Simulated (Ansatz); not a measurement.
# AlH₄ (doublet): B2PLYP, RPA-PBE over a scan of the distance H2–H3, 6-31G

How well do these functionals follow the top wave-function level for AlH₄ (doublet) over a scan of the distance H2–H3?

Method: 6-31G, all electrons in the functionals, frozen cores in the correlation of double hybrids and RPA; program: Ansatz 0.2.0, Gaussian basis.

The runs, in order: B2PLYP, RPA-PBE, at 0.604 Å; 0.698 Å; 0.766 Å; 0.846 Å; 0.944 Å; 1.046 Å; 1.232 Å; 1.391 Å; 1.722 Å; 2.077 Å; 2.562 Å.

27 further runs of the same task are left out: 8 for a known fault of the program, 4 for a mislabelled method, 10 that didn't finish, 5 set aside as unsound or not needed.

## Step 1: The system

The geometry derives from a PBE0/def2-TZVP stationary point (not a proven minimum). One bond is set to the value named and the two fragments are kept rigid.

5 atoms, charge 0, spin multiplicity 2.

Atoms are counted from 1 here; the program's logs count them from 0.

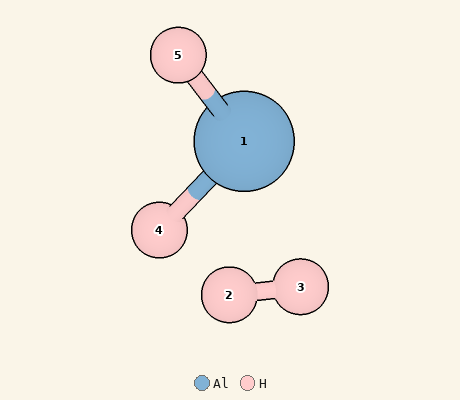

The structure; aluminium light blue, hydrogen pink; atoms are numbered from 1 in the order of the file.

No dispersion term is added.

The geometry shown and the zero of energy belong to the point 0.766 Å. The yardstick, FCI, and other wave-function levels (R restricted, U unrestricted, valence and pair active spaces) come from earlier runs.

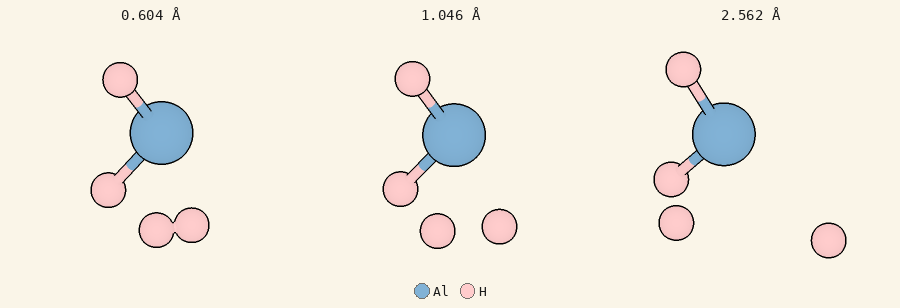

Three points of the scan; sticks are drawn by distance.

## Step 2: B2PLYP, 0.604 Å

Input file in.yaml:

```yaml
crystal:
  periodic: [false, false, false]
  atoms:
    - {symbol: Al, position_ang: [-0.065141, 0.000073, -0.132971]}
    - {symbol: H, position_ang: [0.443448, 0.001728, 1.985569]}
    - {symbol: H, position_ang: [-0.160049, -0.006711, 1.962413]}
    - {symbol: H, position_ang: [0.728027, 1.383236, -0.189000]}
    - {symbol: H, position_ang: [0.732338, -1.380203, -0.199493]}
basis:
  gaussian: {orbitals: 6-31G}
magnetization: {spin_polarized: true, initial_magnetization: 1}
hamiltonian: {xc: {name: B2PLYP}}
correlation: {electrons: outside_noble_gas}
```

On the command line:

```bash
ansatz run in.yaml --threads 1 --pin off --events-out ev --progress --plain --max-ram 2393MiB
```

Further steps of the session: B2PLYP, 0.698 Å; B2PLYP, 0.766 Å; B2PLYP, 0.846 Å; B2PLYP, 0.944 Å; B2PLYP, 1.046 Å; B2PLYP, 1.232 Å; B2PLYP, 1.391 Å; B2PLYP, 1.722 Å; B2PLYP, 2.077 Å; B2PLYP, 2.562 Å; RPA-PBE, 0.604 Å; RPA-PBE, 0.698 Å; RPA-PBE, 0.766 Å; RPA-PBE, 0.846 Å; RPA-PBE, 0.944 Å; RPA-PBE, 1.046 Å; RPA-PBE, 1.232 Å; RPA-PBE, 1.391 Å; RPA-PBE, 1.722 Å; RPA-PBE, 2.077 Å; RPA-PBE, 2.562 Å.

Q: Predict the results of all the runs planned. Wanted: span of the FCI curve; largest miss, B2PLYP; largest miss, RPA-PBE.

**Answer**, as computed:

```
             quantity                    value
span of the FCI curve            73.7 kcal/mol
 largest miss, B2PLYP  +6.9 kcal/mol (2.562 Å)
largest miss, RPA-PBE  -3.5 kcal/mol (1.722 Å)
```

**Reading.** Of the functionals, RPA-PBE keep the smallest largest miss at the points compared (at most 3.5 kcal/mol) and B2PLYP strays most (6.9 kcal/mol, at 2.562 Å). Functionals and the yardstick converge differently with the basis, so part of each miss in 6-31G is the basis.
